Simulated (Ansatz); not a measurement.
## Nudged elastic band of SiH4Cl2

The run: nudged elastic band of SiH4Cl2. Method and program: RKS PBE0/def2-SVP (Ansatz 0.2.0).

It belongs to a series of runs on one base structure; here: band between the two ends. Figures and captions count atoms from 1; the log counts them from 0 in places.

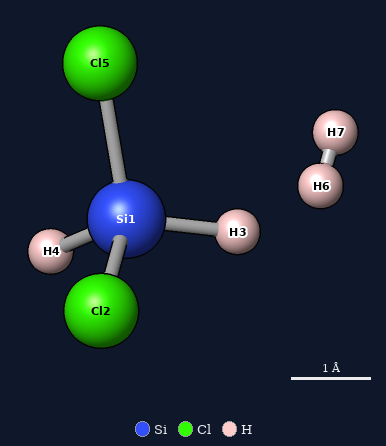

Figure 1. The structure as given in the input (ball-and-stick view, seen at a tilt; atoms are numbered from 1 in the order of the input). Bond lengths as drawn: Cl–Si 2.06 Å, H–H 0.76 Å and H–Si 1.48 Å.

### Input
```yaml
crystal:
  periodic: [false, false, false]
  atoms:
    - { symbol: Si, position_ang: [-0.860359, 0.294631, -0.500882] }
    - { symbol: Cl, position_ang: [-1.379554, -1.046015, 0.970068] }
    - { symbol: H, position_ang: [0.173985, -0.325728, -1.364669] }
    - { symbol: H, position_ang: [-2.084579, 0.657795, -1.256687] }
    - { symbol: Cl, position_ang: [-0.084924, 2.001058, 0.343412] }
    - { symbol: H, position_ang: [1.899253, -1.082381, 1.013663] }
    - { symbol: H, position_ang: [2.336177, -0.49946, 0.795095] }
basis:
  gaussian: { orbitals: def2-SVP }
hamiltonian:
  xc: pbe0
neb:
  order_check: false
  images: 9
  f_tol: 0.05
  max_iterations: 60
  final_atoms:
    - { symbol: Si, position_ang: [0.10645244, 0.2677544, -0.98031729] }
    - { symbol: Cl, position_ang: [-0.45879485, -1.53560871, 2.2663151] }
    - { symbol: H, position_ang: [0.39376752, 1.04345828, -2.21760237] }
    - { symbol: H, position_ang: [-1.2977036, -0.21835649, -0.98055054] }
    - { symbol: Cl, position_ang: [0.34565133, 1.57902565, 0.62738445] }
    - { symbol: H, position_ang: [-0.16271785, -0.28639627, 2.10806706] }
    - { symbol: H, position_ang: [1.07334401, -0.84997687, -0.82329641] }
  initial_path:
    images:
      - { positions_ang: [[-0.860359, 0.294631, -0.500882], [-1.379554, -1.046015, 0.970068], [0.173985, -0.325728, -1.364669], [-2.084579, 0.657795, -1.256687], [-0.084924, 2.001058, 0.343412], [1.899253, -1.082381, 1.013663], [2.336177, -0.49946, 0.795095]] }
      - { positions_ang: [[-0.73894551, 0.29750398, -0.49584504], [-1.26228759, -1.11543566, 1.0274079], [0.22010601, -0.30738598, -1.42165975], [-2.00289298, 0.60792544, -1.17063495], [-0.04170791, 2.02275489, 0.33608513], [1.69541018, -1.0473983, 1.01252994], [2.1303168, -0.45806438, 0.71211677]] }
      - { positions_ang: [[-0.61753203, 0.30037697, -0.49080808], [-1.14502118, -1.18485631, 1.0847478], [0.26622701, -0.28904397, -1.4786505], [-1.92120697, 0.55805588, -1.08458289], [0.00150819, 2.04445178, 0.32875826], [1.49156737, -1.01241559, 1.01139688], [1.92445661, -0.41666876, 0.62913854]] }
      - { positions_ang: [[-0.49611854, 0.30324995, -0.48577112], [-1.02775477, -1.25427697, 1.14208771], [0.31234802, -0.27070195, -1.53564125], [-1.83952095, 0.50818632, -0.99853084], [0.04472428, 2.06614867, 0.32143139], [1.28772455, -0.97743289, 1.01026381], [1.71859641, -0.37527314, 0.5461603]] }
      - { positions_ang: [[-0.37470505, 0.30612294, -0.48073416], [-0.91048836, -1.32369762, 1.19942761], [0.35846902, -0.25235993, -1.592632], [-1.75783493, 0.45831675, -0.91247878], [0.08794037, 2.08784557, 0.31410452], [1.08388174, -0.94245018, 1.00913075], [1.51273621, -0.33387752, 0.46318207]] }
      - { positions_ang: [[-0.25329156, 0.30899592, -0.4756972], [-0.79322195, -1.39311828, 1.25676751], [0.40459003, -0.23401791, -1.64962275], [-1.67614892, 0.40844719, -0.82642673], [0.13115646, 2.10954246, 0.30677765], [0.88003892, -0.90746748, 1.00799769], [1.30687602, -0.2924819, 0.38020384]] }
      - { positions_ang: [[-0.18134276, 0.30074762, -0.57662122], [-0.72633653, -1.42161636, 1.45867703], [0.40242552, 0.02147732, -1.76321868], [-1.60045985, 0.28308646, -0.85725149], [0.17405544, 2.0034391, 0.37089901], [0.67148757, -0.78325324, 1.22801156], [1.26016962, -0.40398089, 0.13950379]] }
      - { positions_ang: [[-0.10939396, 0.29249931, -0.67754524], [-0.65945111, -1.45011445, 1.66058654], [0.40026102, 0.27697256, -1.8768146], [-1.52477079, 0.15772572, -0.88807625], [0.21695441, 1.89733573, 0.43502037], [0.46293621, -0.65903899, 1.44802544], [1.21346321, -0.51547989, -0.10119626]] }
      - { positions_ang: [[-0.03744516, 0.28425101, -0.77846925], [-0.59256569, -1.47861253, 1.86249606], [0.39809652, 0.5324678, -1.99041052], [-1.44908172, 0.03236499, -0.91890102], [0.25985338, 1.79123237, 0.49914173], [0.25438486, -0.53482475, 1.66803931], [1.16675681, -0.62697888, -0.34189631]] }
      - { positions_ang: [[0.03450364, 0.27600271, -0.87939327], [-0.52568027, -1.50711062, 2.06440558], [0.39593202, 0.78796304, -2.10400645], [-1.37339266, -0.09299575, -0.94972578], [0.30275235, 1.68512901, 0.56326309], [0.0458335, -0.41061051, 1.88805319], [1.12005041, -0.73847787, -0.58259636]] }
      - { positions_ang: [[0.10645244, 0.2677544, -0.98031729], [-0.45879485, -1.53560871, 2.2663151], [0.39376752, 1.04345828, -2.21760237], [-1.2977036, -0.21835649, -0.98055054], [0.34565133, 1.57902565, 0.62738445], [-0.16271785, -0.28639627, 2.10806706], [1.07334401, -0.84997687, -0.82329641]] }
```

Hardware: 2 threads of Arm Neoverse V1, 24 GiB of memory available, shared host.

Run as:
```bash
ansatz run input.yaml --threads 2 --pin off --max-ram 3072MiB --backend cpu --events-out ev --progress --plain --runs-dir out
```

### What the program printed
```
Engine: ansatz 0.2.0, aarch64-unknown-linux-gnu
Functional definition: PBE0
  parameter a = 0.25
  parameter kappa = 0.804
  parameter beta = 0.06672455060314922
  exchange = (1 - a)*pbe_x(kappa = kappa, mu = beta*pi^2/3) + a*exact_x
  correlation = pbe_c(beta = beta)
739 factors; integrals over basis functions are off by at most 2.6e-4 eV
mean field evaluation 1: about -32967.4377 eV, gradient 1.1e1 eV
mean field evaluation 2: about -32967.5861 eV, gradient 8.5e0 eV
mean field evaluation 4: about -32967.7674 eV, gradient 2.4e-1 eV
mean field evaluation 8: about -32967.7656 eV, gradient 7.2e-3 eV
mean field -32967.76557351 eV, -1211.5430384723 hartree, gradient 3.3e-5 eV, S^2 0.000000; 0 other end points of the search recorded, 0 dependent functions left out
the calculation of the forces begins
reference -32967.76559668 eV, -1211.5430393240 hartree; 26, 26 occupied and 48, 48 virtual orbitals, 739 factors
742 factors; integrals over basis functions are off by at most 9.9e-4 eV
mean field evaluation 16: about -32967.2056 eV, gradient 9.7e-1 eV
mean field -32967.20173409 eV, -1211.5223177557 hartree, gradient 1.4e-5 eV, S^2 0.000000; 0 other end points of the search recorded, 0 dependent functions left out
[... from here on the field's lines of each further geometry are left out, up to the last ...]
NEB iter   1: max|band force component| = 4.786e0 eV/Å  barrier→ = 3.0865 eV  barrier← = 2.5227 eV  Δτ_max = 0.2000 Å  (242 SCF iters)
NEB iter   2: max|band force component| = 1.803e0 eV/Å  barrier→ = 2.1735 eV  barrier← = 1.6097 eV  Δτ_max = 0.2000 Å  (224 SCF iters)
NEB iter   3: max|band force component| = 1.018e0 eV/Å  barrier→ = 2.4575 eV  barrier← = 1.8937 eV  Δτ_max = 0.2000 Å  (216 SCF iters)
NEB iter   4: max|band force component| = 1.455e0 eV/Å  barrier→ = 2.1359 eV  barrier← = 1.5721 eV  Δτ_max = 0.0993 Å  (212 SCF iters)
NEB iter   5: max|band force component| = 9.448e-1 eV/Å  barrier→ = 2.2373 eV  barrier← = 1.6735 eV  Δτ_max = 0.0998 Å  (205 SCF iters)
NEB iter   6: max|band force component| = 5.981e-1 eV/Å  barrier→ = 2.3093 eV  barrier← = 1.7454 eV  CI = image 4  Δτ_max = 0.1427 Å  (200 SCF iters)
NEB iter   7: max|band force component| = 4.947e-1 eV/Å  barrier→ = 2.3452 eV  barrier← = 1.7813 eV  CI = image 4  Δτ_max = 0.2000 Å  (201 SCF iters)
NEB iter   8: max|band force component| = 8.970e-1 eV/Å  barrier→ = 2.3449 eV  barrier← = 1.7811 eV  CI = image 4  Δτ_max = 0.1003 Å  (197 SCF iters)
NEB iter   9: max|band force component| = 2.868e-1 eV/Å  barrier→ = 2.3436 eV  barrier← = 1.7797 eV  CI = image 4  Δτ_max = 0.0992 Å  (178 SCF iters)
NEB iter  10: max|band force component| = 1.056e-1 eV/Å  barrier→ = 2.3412 eV  barrier← = 1.7773 eV  CI = image 4  Δτ_max = 0.0295 Å  (192 SCF iters)
NEB iter  11: max|band force component| = 6.157e-2 eV/Å  barrier→ = 2.3400 eV  barrier← = 1.7762 eV  CI = image 4  Δτ_max = 0.0583 Å  (193 SCF iters)
NEB iter  12: max|band force component| = 6.510e-2 eV/Å  barrier→ = 2.3365 eV  barrier← = 1.7727 eV  CI = image 4  Δτ_max = 0.0291 Å  (190 SCF iters)
NEB iter  13: max|band force component| = 6.394e-2 eV/Å  barrier→ = 2.3338 eV  barrier← = 1.7700 eV  CI = image 4  Δτ_max = 0.0291 Å  (190 SCF iters)
NEB iter  14: max|band force component| = 6.698e-2 eV/Å  barrier→ = 2.3308 eV  barrier← = 1.7669 eV  CI = image 4  Δτ_max = 0.0291 Å  (190 SCF iters)
NEB iter  15: max|band force component| = 6.561e-2 eV/Å  barrier→ = 2.3272 eV  barrier← = 1.7634 eV  CI = image 4  Δτ_max = 0.0582 Å  (183 SCF iters)
NEB iter  16: max|band force component| = 7.558e-2 eV/Å  barrier→ = 2.3190 eV  barrier← = 1.7551 eV  CI = image 4  Δτ_max = 0.0582 Å  (190 SCF iters)
NEB iter  17: max|band force component| = 9.617e-2 eV/Å  barrier→ = 2.3090 eV  barrier← = 1.7452 eV  CI = image 4  Δτ_max = 0.0582 Å  (189 SCF iters)
NEB iter  18: max|band force component| = 1.231e-1 eV/Å  barrier→ = 2.2976 eV  barrier← = 1.7338 eV  CI = image 4  Δτ_max = 0.1163 Å  (188 SCF iters)
NEB iter  19: max|band force component| = 1.612e-1 eV/Å  barrier→ = 2.2704 eV  barrier← = 1.7066 eV  CI = image 4  Δτ_max = 0.1163 Å  (189 SCF iters)
NEB iter  20: max|band force component| = 2.229e-1 eV/Å  barrier→ = 2.2398 eV  barrier← = 1.6760 eV  CI = image 4  Δτ_max = 0.1987 Å  (190 SCF iters)
NEB iter  21: max|band force component| = 2.576e-1 eV/Å  barrier→ = 2.1836 eV  barrier← = 1.6197 eV  CI = image 4  Δτ_max = 0.1982 Å  (207 SCF iters)
NEB iter  22: max|band force component| = 2.929e-1 eV/Å  barrier→ = 2.1362 eV  barrier← = 1.5723 eV  CI = image 4  Δτ_max = 0.1966 Å  (206 SCF iters)
NEB iter  23: max|band force component| = 2.001e-1 eV/Å  barrier→ = 2.1128 eV  barrier← = 1.5489 eV  CI = image 4  Δτ_max = 0.1624 Å  (204 SCF iters)
NEB iter  24: max|band force component| = 1.596e-1 eV/Å  barrier→ = 2.1003 eV  barrier← = 1.5365 eV  CI = image 4  Δτ_max = 0.1960 Å  (199 SCF iters)
NEB iter  25: max|band force component| = 1.462e-1 eV/Å  barrier→ = 2.0908 eV  barrier← = 1.5270 eV  CI = image 4  Δτ_max = 0.1976 Å  (193 SCF iters)
NEB iter  26: max|band force component| = 1.389e-1 eV/Å  barrier→ = 2.0831 eV  barrier← = 1.5193 eV  CI = image 4  Δτ_max = 0.1507 Å  (196 SCF iters)
NEB iter  27: max|band force component| = 9.336e-2 eV/Å  barrier→ = 2.0766 eV  barrier← = 1.5128 eV  CI = image 4  Δτ_max = 0.1325 Å  (201 SCF iters)
NEB iter  28: max|band force component| = 8.986e-2 eV/Å  barrier→ = 2.0726 eV  barrier← = 1.5088 eV  CI = image 4  Δτ_max = 0.0668 Å  (191 SCF iters)
NEB iter  29: max|band force component| = 1.286e-1 eV/Å  barrier→ = 2.0694 eV  barrier← = 1.5056 eV  CI = image 4  Δτ_max = 0.0336 Å  (196 SCF iters)
NEB iter  30: max|band force component| = 9.814e-2 eV/Å  barrier→ = 2.0682 eV  barrier← = 1.5044 eV  CI = image 4  Δτ_max = 0.0336 Å  (195 SCF iters)
NEB iter  31: max|band force component| = 1.062e-1 eV/Å  barrier→ = 2.0675 eV  barrier← = 1.5036 eV  CI = image 4  Δτ_max = 0.0336 Å  (193 SCF iters)
NEB iter  32: max|band force component| = 8.282e-2 eV/Å  barrier→ = 2.0671 eV  barrier← = 1.5033 eV  CI = image 4  Δτ_max = 0.0333 Å  (192 SCF iters)
NEB iter  33: max|band force component| = 6.559e-2 eV/Å  barrier→ = 2.0670 eV  barrier← = 1.5032 eV  CI = image 4  Δτ_max = 0.0665 Å  (196 SCF iters)
NEB iter  34: max|band force component| = 8.613e-2 eV/Å  barrier→ = 2.0669 eV  barrier← = 1.5031 eV  CI = image 4  Δτ_max = 0.0333 Å  (196 SCF iters)
NEB iter  35: max|band force component| = 7.564e-2 eV/Å  barrier→ = 2.0669 eV  barrier← = 1.5031 eV  CI = image 4  Δτ_max = 0.0334 Å  (196 SCF iters)
NEB iter  36: max|band force component| = 6.984e-2 eV/Å  barrier→ = 2.0669 eV  barrier← = 1.5031 eV  CI = image 4  Δτ_max = 0.0319 Å  (193 SCF iters)
NEB iter  37: max|band force component| = 5.761e-2 eV/Å  barrier→ = 2.0669 eV  barrier← = 1.5031 eV  CI = image 4  Δτ_max = 0.0665 Å  (187 SCF iters)
the calculation of the forces begins
reference -32967.10928132 eV, -1211.5189201794 hartree; 26, 26 occupied and 48, 48 virtual orbitals, 744 factors
739 factors; integrals over basis functions are off by at most 1.0e-3 eV
mean field -32965.69867011 eV, -1211.4670811734 hartree, gradient 1.4e-5 eV, S^2 0.000000; 1 other end points of the search recorded, 0 dependent functions left out
the calculation of the forces begins
reference -32965.69869007 eV, -1211.4670819070 hartree; 26, 26 occupied and 48, 48 virtual orbitals, 739 factors
NEB iter  38: max|band force component| = 4.086e-2 eV/Å  barrier→ = 2.0669 eV  barrier← = 1.5031 eV  CI = image 4  Δτ_max = 0.0000 Å  (388 SCF iters)
```

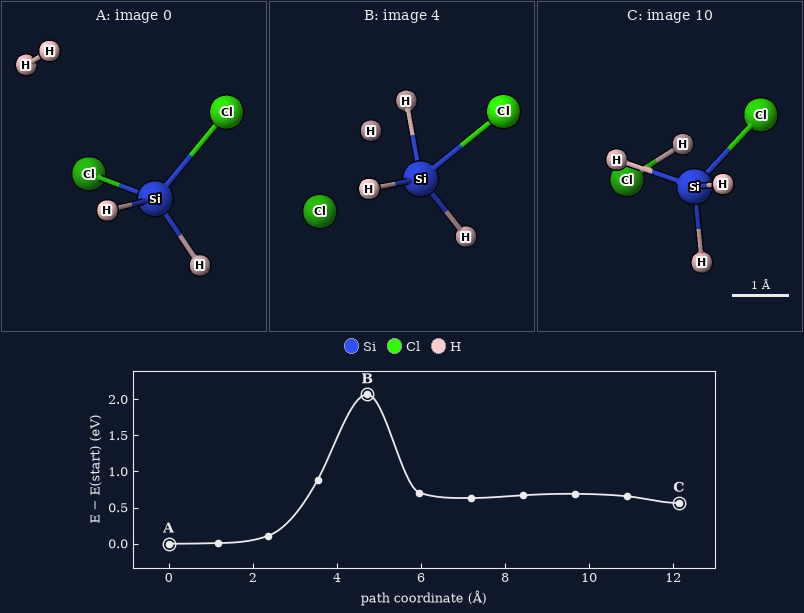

Figure 2. Images of the last band (counted from 0; ball-and-stick, seen at a tilt) above the energy along the path; the line is a cubic interpolation that uses the forces. The highest image is number 4, 2.067 eV above the start and 1.503 eV above the end (the climbing image); the end lies 0.564 eV above the start. The path is 12.13 Å long. The band converged in 38 iterations.

```
Total energy: -32965.69869007 eV, -1211.4670819070 hartree
Atom 0 at    -0.181813     0.234374    -0.363664 Å, force     0.000524    -0.001214     0.000227 eV/Å
Atom 1 at    -0.498104    -2.021528     0.454755 Å, force     0.000277     0.001430    -0.000627 eV/Å
Atom 2 at     0.378825    -0.337870    -1.601874 Å, force    -0.000158    -0.000138     0.000082 eV/Å
Atom 3 at    -1.604847     0.493416    -0.076008 Å, force    -0.000437    -0.000064     0.000254 eV/Å
Atom 4 at     0.593354     2.196545    -0.424388 Å, force     0.000095    -0.000000     0.000015 eV/Å
Atom 5 at     0.482807    -0.703387     1.009666 Å, force    -0.000330    -0.000862     0.000190 eV/Å
Atom 6 at     0.829778     0.138350     1.001514 Å, force     0.000030     0.000848    -0.000142 eV/Å
Dipole moment:     0.067246     0.141919     0.009684 e Å
this run last wrote the band of iteration 38 to [file]
```

### The last band as extended XYZ (Å, eV, eV/Å)
```
7
Properties=species:S:1:pos:R:3:forces:R:3 image=0 energy=-32967.76557
Si   -0.8604    0.2946   -0.5009   -0.0016  -0.0005  -0.0295
Cl   -1.3796   -1.0460    0.9701    0.0024  -0.0085   0.0059
H     0.1740   -0.3257   -1.3647   -0.0118   0.0096   0.0092
H    -2.0846    0.6578   -1.2567    0.0075  -0.0020   0.0105
Cl   -0.0849    2.0011    0.3434    0.0034   0.0036  -0.0022
H     1.8993   -1.0824    1.0137   -0.0050  -0.0069   0.0038
H     2.3362   -0.4995    0.7951    0.0050   0.0047   0.0023
7
Properties=species:S:1:pos:R:3:forces:R:3 image=1 energy=-32967.75823
Si   -0.9398    0.2820   -0.6837   -0.0023   0.0027  -0.0020
Cl   -1.1488   -1.2220    0.7038   -0.0037   0.0030   0.0032
H    -0.2400   -0.2637   -1.8719    0.0028  -0.0008   0.0022
H    -2.2881    0.8059   -1.0103   -0.0024  -0.0005  -0.0057
Cl    0.1829    1.8202    0.0925   -0.0058   0.0006   0.0024
H     2.0397   -1.0412    1.4510    0.0035  -0.0014  -0.0011
H     2.3941   -0.3814    1.3185    0.0080  -0.0036   0.0010
7
Properties=species:S:1:pos:R:3:forces:R:3 image=2 energy=-32967.65757
Si   -0.7560    0.1901   -0.7293   -0.0432  -0.0049  -0.0522
Cl   -0.7594   -1.5071    0.4412    0.0010   0.0765   0.0128
H    -0.3438   -0.2308   -2.0873   -0.0764   0.0206  -0.0731
H    -2.1143    0.7678   -0.6329   -0.0676   0.0115  -0.1042
Cl    0.5543    1.6664   -0.1396   -0.0348  -0.0548   0.0506
H     1.5477   -0.7836    1.6186    0.1088  -0.0279   0.0845
H     1.8715   -0.1029    1.5293    0.1122  -0.0210   0.0816
7
Properties=species:S:1:pos:R:3:forces:R:3 image=3 energy=-32966.88115
Si   -0.4801    0.1188   -0.5842   -0.2532  -0.1486  -0.2242
Cl   -0.6031   -1.7846    0.3220   -0.0326   0.2411  -0.1744
H    -0.0386   -0.2786   -1.9314   -0.2599   0.0704  -0.2785
H    -1.8163    0.6402   -0.2535   -0.2321   0.0558  -0.2958
Cl    0.6919    1.8277   -0.2824   -0.0092  -0.3275   0.1671
H     0.9712   -0.6080    1.3939    0.4378   0.1168   0.4153
H     1.2750    0.0844    1.3357    0.3493  -0.0081   0.3905
7
Properties=species:S:1:pos:R:3:forces:R:3 image=4 energy=-32965.69867
Si   -0.1818    0.2344   -0.3637    0.0005  -0.0012   0.0002
Cl   -0.4981   -2.0215    0.4548    0.0003   0.0014  -0.0006
H     0.3788   -0.3379   -1.6019   -0.0002  -0.0001   0.0001
H    -1.6048    0.4934   -0.0760   -0.0004  -0.0001   0.0003
Cl    0.5934    2.1965   -0.4244    0.0001   0.0000   0.0000
H     0.4828   -0.7034    1.0097   -0.0003  -0.0009   0.0002
H     0.8298    0.1384    1.0015    0.0000   0.0008  -0.0001
7
Properties=species:S:1:pos:R:3:forces:R:3 image=5 energy=-32967.05837
Si   -0.0109    0.6462   -0.3901    0.0357   0.0813  -0.0042
Cl   -0.4695   -2.4082    0.7890    0.0122  -0.0659   0.0545
H     0.3746   -0.2438   -1.5167    0.0003   0.0293   0.0170
H    -1.4684    0.5804   -0.1053    0.0259   0.0166  -0.0054
Cl    0.5156    2.5914   -0.8390   -0.0167   0.0796  -0.0676
H     0.2898   -1.4564    1.2251   -0.0441  -0.1594   0.0353
H     0.7688    0.2901    0.8370   -0.0133   0.0185  -0.0296
7
Properties=species:S:1:pos:R:3:forces:R:3 image=6 energy=-32967.13398
Si    0.0745    0.7587   -0.5111    0.0021  -0.0020   0.0004
Cl   -0.3422   -2.4264    0.7943    0.0001   0.0010   0.0036
H     0.2237   -0.1990   -1.6385    0.0008   0.0013  -0.0009
H    -1.2889    0.6801    0.0788   -0.0008  -0.0005   0.0003
Cl    0.3501    2.6788   -1.2456   -0.0001   0.0018   0.0004
H    -0.1264   -2.0061    1.9909   -0.0006  -0.0014  -0.0014
H     1.1092    0.5136    0.5311   -0.0015  -0.0003  -0.0025
7
Properties=species:S:1:pos:R:3:forces:R:3 image=7 energy=-32967.09543
Si    0.0722    0.6946   -0.7305    0.0048  -0.0003   0.0067
Cl   -0.5709   -2.4102    1.4210    0.0065  -0.0040  -0.0087
H     0.1989    0.1192   -2.0978   -0.0034  -0.0129   0.0077
H    -1.2942    0.4603   -0.1937   -0.0002   0.0058   0.0128
Cl    0.3984    2.7372   -0.8344    0.0013   0.0050  -0.0158
H     0.0927   -1.7061    2.2685   -0.0090  -0.0047  -0.0102
H     1.1029    0.1050    0.1669   -0.0001   0.0111   0.0075
7
Properties=species:S:1:pos:R:3:forces:R:3 image=8 energy=-32967.07577
Si    0.0652    0.5943   -0.9347   -0.0003   0.0008  -0.0001
Cl   -0.6791   -2.0976    1.9349    0.0101   0.0062   0.0071
H     0.3263    0.4790   -2.3966   -0.0003   0.0021  -0.0013
H    -1.3321    0.1902   -0.6271    0.0004  -0.0012  -0.0009
Cl    0.3266    2.5704   -0.3724    0.0001  -0.0024   0.0027
H     0.2579   -1.4928    2.5752   -0.0105  -0.0031  -0.0057
H     1.0352   -0.2437   -0.1793    0.0006  -0.0024  -0.0020
7
Properties=species:S:1:pos:R:3:forces:R:3 image=9 energy=-32967.10926
Si    0.0787    0.4158   -0.9966   -0.0003  -0.0051  -0.0010
Cl   -0.6237   -1.7788    2.0889    0.0056   0.0113   0.0045
H     0.4109    0.7682   -2.4048    0.0007   0.0173  -0.0004
H    -1.3311   -0.0455   -0.9018   -0.0008  -0.0097  -0.0102
Cl    0.3035    2.1111    0.1760   -0.0010  -0.0217   0.0283
H     0.1438   -0.8483    2.5348   -0.0036   0.0257  -0.0048
H     1.0179   -0.6226   -0.4964   -0.0005  -0.0177  -0.0164
7
Properties=species:S:1:pos:R:3:forces:R:3 image=10 energy=-32967.20173
Si    0.1065    0.2678   -0.9803    0.0056   0.0135  -0.0072
Cl   -0.4588   -1.5356    2.2663   -0.0011   0.0109   0.0013
H     0.3938    1.0435   -2.2176   -0.0026  -0.0106   0.0080
H    -1.2977   -0.2184   -0.9806    0.0027  -0.0035   0.0024
Cl    0.3457    1.5790    0.6274    0.0025  -0.0055  -0.0059
H    -0.1627   -0.2864    2.1081   -0.0014  -0.0156  -0.0003
H     1.0733   -0.8500   -0.8233   -0.0057   0.0108   0.0016
```

### Summary

| quantity | value |
| --- | --- |
| outcome | converged |
| barrier, forward | 2.067 eV |
| barrier, backward | 1.503 eV |
| wall time | 7 min (CPU time 13 min) |
| peak memory | 0.15 GiB |

### Remarks

The order of the saddle point was not checked.
